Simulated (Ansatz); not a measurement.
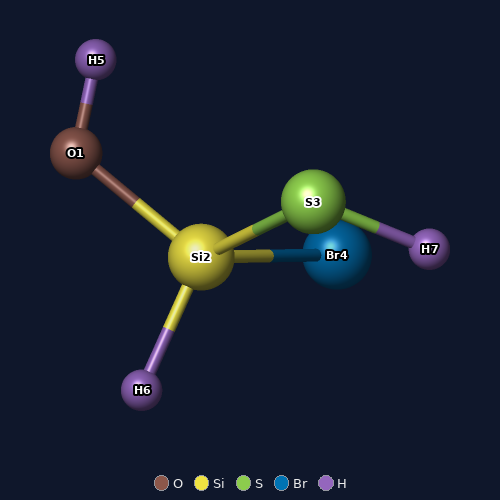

The system is BrH3OSSi, SMILES O[SiH](S)Br; the picture shows the reference structure. 
- First axis: dihedral H5–O1–Si2–S3. Second axis: dihedral O1–Si2–S3–H7.
- Nothing is relaxed (all other coordinates rigid).
- The grid has 10 × 10 points.
- Points are written as (first, second).
- All energies are given in kJ/mol relative to the relaxed molecule at the same level.
- Method: RKS B3LYP-D4/def2-SVP (Ansatz).

Its coordinates:

| atom | x (Å) | y (Å) | z (Å) |
| --- | --- | --- | --- |
| O | 0.0292 | 1.6691 | -0.3638 |
| Si | 0.1988 | 0.1905 | 0.3514 |
| S | 0.7232 | -1.2473 | -1.1616 |
| Br | -1.6894 | -0.4952 | 1.3630 |
| H | -0.5678 | 1.7378 | -1.1200 |
| H | 1.2141 | 0.3706 | 1.4072 |
| H | 0.1532 | -2.2935 | -0.5218 |

Range: dihedral H5–O1–Si2–S3 from −180 to 144°; dihedral O1–Si2–S3–H7 from −180 to 144°.

> Predict the map.

The lowest grid point is at (36°, −144°), 0.9 kJ/mol from the relaxed molecule at the same level. The bottom of the well lies between grid points, at about (50°, −150°), about 0.84 kJ/mol lower on the interpolated surface. Higher local minima lie near (36°, 72°) (0.9 kJ/mol above the lowest at that grid point); (−180°, 36°) (7.2 kJ/mol above the lowest at that grid point); (−144°, −144°) (7.6 kJ/mol above the lowest at that grid point). The highest grid point, (−36°, 0°), lies 21.7 kJ/mol above the lowest. On the interpolated surface the easiest way out of the lowest well to the well at about (50°, 55°) passes a barrier of about 8.9 kJ/mol, counted from the interpolated bottom of the well. Round the minimum the valley is somewhat tilted: raising dihedral H5–O1–Si2–S3 shifts the best value of dihedral O1–Si2–S3–H7 downwards (coupling k₁₂/√(k₁₁k₂₂) about 0.4).

```
dihedral O1–Si2–S3–H7 ↓, dihedral H5–O1–Si2–S3 →  −180  −144  −108   −72   −36     0    36   72   108   144
                                             144  13.2  16.5  18.9  18.8  16.4  12.7   9.1  7.7   9.1  11.0
                                             108  12.5  16.5  21.5  22.4  17.8  11.0   7.5  8.6  11.4  12.0
                                              72   8.6  10.8  17.0  21.1  17.9   8.5   1.8  3.1   8.1   9.8
                                              36   8.2   9.0  14.3  20.3  21.0  12.8   3.2  1.9   6.5   9.3
                                               0  10.5  11.7  15.3  19.8  22.6  19.7  11.3  6.8   8.4  10.4
                                             −36  10.7  13.1  16.2  17.9  17.5  15.7  12.1  9.5   9.8  10.2
                                             −72   9.1  11.7  16.2  17.7  14.4   9.1   6.3  7.3   9.8   9.9
                                            −108   9.2  10.0  15.5  19.3  16.2   7.6   2.2  4.7  10.5  11.8
                                            −144   9.6   8.6  12.6  17.6  17.0   8.8   0.9  1.6   8.1  11.7
                                            −180  10.4  10.7  12.6  15.2  15.4  10.7   3.9  2.0   5.7   9.6
```

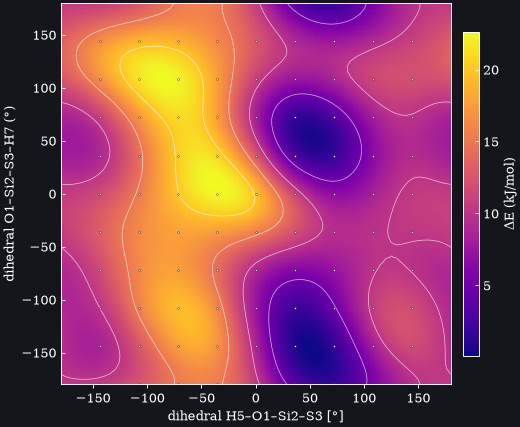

In the figure: a smooth colour map with a few white contour lines, dots at the grid points. Between grid points the surface is interpolated.

The whole map (100 points run) took 13 min on 1 thread of Arm Neoverse V1, with other jobs on the host.
